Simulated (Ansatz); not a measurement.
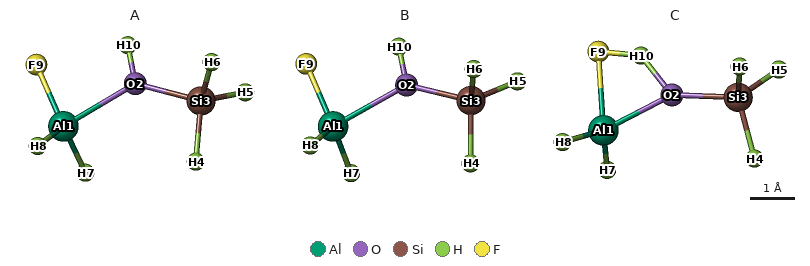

3 geometries from a converged minimum-energy path of AlSiH6OF, shuffled. The picture is a ball-and-stick view, seen at a tilt.

Level of theory: RHF/def2-SVP (Ansatz 0.2.0). Set-up: 5 movable images; climbing image; force threshold 0.05 eV/Å; iteration limit 60; starting path through a guess of the saddle point.

Question: Which frame is the transition state?

Answer: C. In order along the path, whose images run from 0 to 6: C (image 2, +3.9 kcal/mol), B (image 5, −17.6 kcal/mol), A (image 6, −17.6 kcal/mol). A hydrogen atom shifts from one atom to another. Breaking: F9–H10 (0.92 → 1.08 at the top → 2.31 Å). Forming: O2–H10 (1.96 → 1.27 at the top → 0.95 Å).

Limits of the set-up: Hartree-Fock leaves out electron correlation.

Cost: 2.9 min on 1 thread of Arm Neoverse V2, on a shared host, peak memory 0.17 GiB.
